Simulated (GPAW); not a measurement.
Consider BaTiO3 (P4mm).

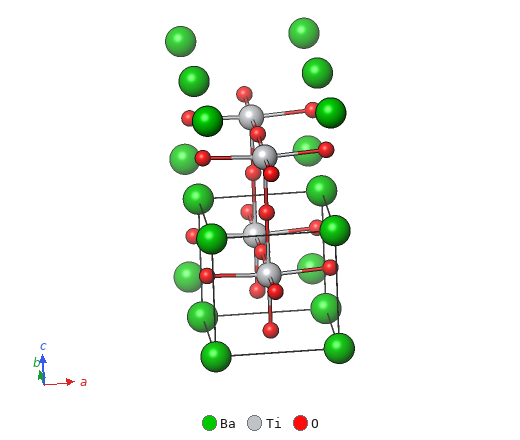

The structure (barium green, titanium light grey, oxygen red). 1×2×2 cells are drawn. Some periodic images of atoms are drawn too.

```xyz
5
Lattice="3.9998 0.0000 0.0000 0.0000 3.9998 0.0000 0.0000 0.0000 4.0180" Properties=species:S:1:pos:R:3 pbc="T T T"
Ba    0.0000    0.0000    0.0000
Ti    1.9999    1.9999    1.9688
O     0.0000    1.9999    2.0773
O     1.9999    0.0000    2.0773
O     1.9999    1.9999    0.0763
```

Absorber: atom 2, with 1 O at 1.89 Å, 4 O at 2.00 Å and 1 O at 2.13 Å (distorted octahedral, site symmetry 4mm). Method: GPAW, PBE, full core hole (charged cell), 20-atom cell with 6.9 Å between holes, 4×4×4 k points, dipole transitions, Gaussian full width 0.94 eV up to 4 eV, rising linearly to 3.5 eV at 25 eV.

The database entry behind the starting cell differs from later determinations by our own check (c/a about 0.6 % short), so it need not match the best structure at ambient conditions.

Where do the maxima of the Ti K edge fall?

Main maxima up to 30 eV above the zero (height): 2.4 eV (0.23), 5.3 eV (0.48), 14.0 eV (2.58) and 25.4 eV (2.17). A K edge sees empty p states. The first eV above the zero hold little dipole weight, as the lowest empty bands are of d character; the main edge, of 4p character, rises through 0.6 near 12 eV above the zero. The total-energy difference plus the lowest empty eigenvalue puts the zero at 4984.65 eV. One term is added: -22.82 eV, since the hole is spin-paired here and a spin-polarised one costs that much less in the free atom (computed apart). The photon energy is then 4961.83 eV. The tabulated edge of the element is 4966 eV. The functional and the charged cell's background leave an error of a few eV in such absolute values.

The Ti K spectrum (energy from the lowest empty level; intensity scaled to a mean of 1 over the first 20 eV; polarised curves are means over the symmetry-equivalent atoms):

| E (eV) | isotropic | ε ⊥ c | ε ∥ c |
| --- | --- | --- | --- |
| -2.0 | 0.00 | 0.00 | 0.00 |
| -0.5 | 0.00 | 0.00 | 0.00 |
| 1.0 | 0.01 | 0.01 | 0.02 |
| 2.5 | 0.22 | 0.13 | 0.39 |
| 4.0 | 0.15 | 0.15 | 0.16 |
| 5.5 | 0.47 | 0.44 | 0.54 |
| 7.0 | 0.18 | 0.19 | 0.16 |
| 8.5 | 0.17 | 0.17 | 0.15 |
| 10.0 | 0.14 | 0.14 | 0.13 |
| 11.5 | 0.53 | 0.51 | 0.56 |
| 13.0 | 2.13 | 2.05 | 2.27 |
| 14.5 | 2.51 | 2.52 | 2.47 |
| 16.0 | 2.30 | 2.33 | 2.23 |
| 17.5 | 2.13 | 2.16 | 2.06 |
| 19.0 | 2.12 | 2.17 | 2.03 |
| 20.5 | 1.92 | 1.97 | 1.81 |
| 22.0 | 1.78 | 1.83 | 1.69 |
| 23.5 | 2.00 | 2.04 | 1.92 |
| 25.0 | 2.16 | 2.19 | 2.09 |
| 26.5 | 2.10 | 2.14 | 2.03 |
| 28.0 | 1.80 | 1.84 | 1.73 |
| 29.5 | 1.41 | 1.44 | 1.36 |
| 31.0 | 1.25 | 1.27 | 1.21 |

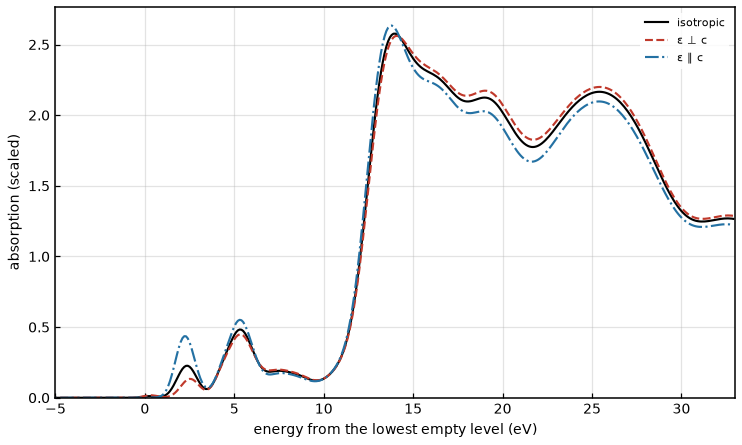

The Ti K edge.

Quadrupole 1s→3d transitions, which feed the pre-edge, are not in the dipole spectrum. The mesh is coarse (0.28 Å⁻¹ between points), so small maxima may be mesh ripples. Lifetime broadening is put in by hand, and intensities beyond about 20 eV depend on it and on the partial waves. The structure is a published determination, not relaxed.

[Banner, clock and machine lines of the logs are left out without a mark of their own.]

[Logs are printed without paths, hosts, clocks, repeated set-up lines and the standing remarks that a program may print on its own settings, such as how far it seeks lower states.]

[Hosts, paths, dates, database ids (printed as entryN), source tags and the programs' standing remarks are cut or masked in the printed files.]

[Lists of maxima count a maximum above −3 eV only where it reaches 4 % of the highest in the window and stands out from its surroundings by 2 % of it (1.5 % where it reaches 55 %); shoulders and weaker maxima are passed over, and of the rest the first, up to two pre-edge ones and the few strongest are named.]
